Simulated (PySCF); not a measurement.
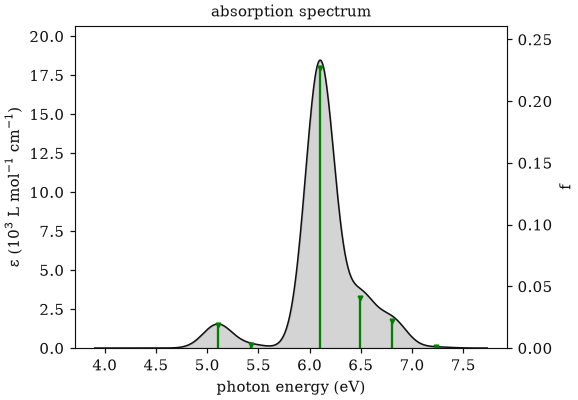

Vertical TDDFT excitations, PBE0/def2-SVPD with PySCF 2.14.0, at a GFN2-xTB geometry (no frequency check), gas phase. The lowest 6 singlet states are shown; each is broadened by a Gaussian of 1/e half-width 0.20 eV. Sticks give oscillator strengths (right axis).

Which molecule gives this spectrum?
A. C₅H₆BrF, SMILES FC/C=C1/C[C@@H]1Br
B. C₅H₁₂B₂, SMILES BC(B)C1CCC1
C. C₇H₉B, SMILES B[C@H]1[C@H]2C=C[C@@H]1C=C2

Option A. Its lowest singlet lies at 5.10 eV (f = 0.019) and the brightest of those computed is S3 at 6.10 eV (203 nm), f = 0.227, mainly HOMO−2 → LUMO (74 %).

Caveats: the tight-binding geometry is rougher than a DFT one and adds to the error; spin-orbit coupling is left out, and with Br it can shift these levels and split any degenerate set; one conformer of a flexible molecule; core orbitals are frozen in the response.
